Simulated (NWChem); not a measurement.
**CCSD(T)/def2-TZVP run of BH2Cl (SMILES BCl)**

Aim: the vertical ionisation energy of BH2Cl at CCSD(T)/def2-TZVP, from 2 runs. 

The results are computed with NWChem 7.3.0.

### Step 1. The molecule

BH2Cl: 4 atoms, total charge 0, spin state singlet. SMILES: `BCl`. The coordinates come from a PBE0-D4/def2-TZVP relaxation.

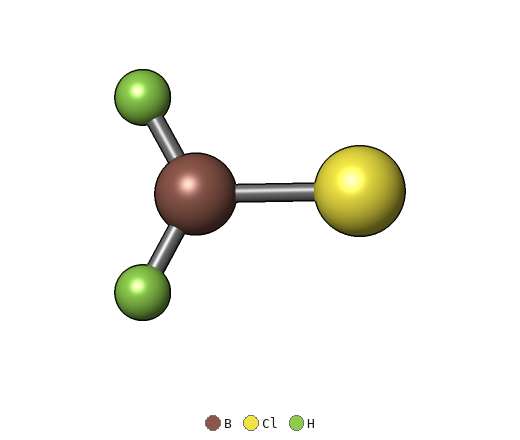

Viewed from a chosen angle; boron brown, chlorine yellow, hydrogen green.

### Step 2. The energy at CCSD(T)/def2-TZVP

Input file nw.nw:

```
start nw
title "BClH2"
memory 2200 mb

geometry units angstrom noautosym nocenter noautoz
  B       -0.116700       0.021700      -0.075300
  Cl       1.365000      -0.395300       0.721200
  H       -1.106200      -0.559500       0.240400
  H       -0.086600       0.872800      -0.906600
end

basis spherical bse
  * library def2-TZVP
end

scf
  thresh 1e-08
  maxiter 80
end

ccsd
  freeze core 6
  maxiter 60
end

task ccsd(t) energy
```

On the command line:

```bash
nwchem nw.nw > nw.out
```

What it wrote:

```text
[...]
  functions       =    80
[...]
  wavefunction    = RHF
[...]
         Total SCF energy =   -485.390007934940
      One-electron energy =   -744.288235178612
      Two-electron energy =    221.115208524841
 Nuclear repulsion energy =     37.783018718832
        Time for solution =     11.2s
[...]
 Total MP2 energy:           -485.676156523920099
[...]
             energy      energy      error      ampl     ampl      Block
                                                time     time      time
[...]
 Total CCSD energy:           -485.708138917121914
[...]
 Total CCSD+T(CCSD) energy:           -485.720595853865063
[...]
 Total CCSD(T) energy:                -485.720319552999001
[...]
```

Wall time 70 s (1 thread of Intel Xeon at 2.70GHz, shared host); peak memory 0.16 GiB.

### Step 3. The doublet cation at the same level

Input file struct.xyz:

```xyz
4

B     -0.116700     0.021700    -0.075300
Cl     1.365000    -0.395300     0.721200
H     -1.106200    -0.559500     0.240400
H     -0.086600     0.872800    -0.906600
```

Input file run.py:

```python
from ase.io import read
from ase.calculators.nwchem import NWChem

mol = read('struct.xyz')

calc = NWChem(
    label='struct',
    theory='tce',
    memory='stack 330 mb heap 110 mb global 1760 mb',
    basis='def2-TZVP',
    basispar='spherical bse',
    charge=1,
    scf={'nopen': '1', 'uhf': None, 'thresh': '1e-08', 'maxiter': '80', 'print': 'low'},
    tce={'scf': None, 'ccsd(t)': None, 'freeze': 'core 6', 'maxiter': '60'},
    task='energy',
)
mol.calc = calc

print(f"energy = {mol.get_potential_energy():.6f} eV")
```

On the command line:

```bash
export ASE_NWCHEM_COMMAND="nwchem PREFIX.nwi > PREFIX.nwo"
python run.py
```

What it wrote:

```text
energy = -13205.647440 eV
```

The calculator wrote struct.nwi:

```
title "struct"

permanent_dir struct

scratch_dir struct

start struct

geometry units angstrom nocenter noautosym noautoz
  B  -1.1670000000000000e-01 2.1700000000000001e-02 -7.5300000000000006e-02
  Cl 1.3650000000000000e+00 -3.9529999999999998e-01 7.2119999999999995e-01
  H  -1.1062000000000001e+00 -5.5950000000000000e-01 2.4040000000000000e-01
  H  -8.6599999999999996e-02 8.7280000000000002e-01 -9.0659999999999996e-01
end

charge 1

memory stack 330 mb heap 110 mb global 1760 mb

basis spherical bse noprint
   * library def2-TZVP
end

scf
  nopen 1
  uhf
  thresh 1e-08
  maxiter 80
  print low
end
tce
  scf
  ccsd(t)
  freeze core 6
  maxiter 60
end

task tce energy
```

struct.nwo, shortened:

```text
[...]
         Total SCF energy =   -484.996848524721
      One electron energy =   -736.040432007140
      Two electron energy =    213.260564763587
 Nuclear repulsion energy =     37.783018718831
[... 164 lines left out ...]
 Iterations converged
[... 1 line left out ...]
 CCSD total energy / hartree       =      -485.286804670211211
[...]
 CCSD[T] total energy / hartree       =      -485.299495932786499
[...]
 CCSD(T) total energy / hartree       =      -485.298596275459204
[...]
```

It took 1.8 min on 1 thread of Intel Xeon at 2.70GHz, shared host; peak memory 1.1 GiB.

### Step 4. Results

At CCSD(T)/def2-TZVP, 6 core orbitals frozen:

```
                                                   quantity          value
                                singlet BH2Cl: total energy  -485.72032 Eh
         singlet BH2Cl: HOMO energy (Hartree–Fock orbitals)      -11.96 eV
         singlet BH2Cl: LUMO energy (Hartree–Fock orbitals)        1.71 eV
       singlet BH2Cl: HOMO–LUMO gap (Hartree–Fock orbitals)       13.67 eV
 singlet BH2Cl: correlation energy (6 core orbitals frozen)     -330.3 mEh
                              singlet BH2Cl: (T) correction     -12.18 mEh
                               doublet cation: total energy  -485.29860 Eh
doublet cation: correlation energy (6 core orbitals frozen)     -301.7 mEh
                             doublet cation: (T) correction     -11.79 mEh
          doublet cation: ⟨S²⟩ of the reference determinant          0.765
         vertical ionisation energy (to the doublet cation)      11.476 eV
```

What this shows: Removing an electron at fixed nuclei costs 11.48 eV (265 kcal/mol). Mulliken charges (singlet BH2Cl) run from -0.17 on Cl2 to +0.14 on B1; they depend strongly on the basis. The triples (singlet BH2Cl) make up 3.7 % of the correlation energy. The triples (doublet cation) make up 3.9 % of the correlation energy.
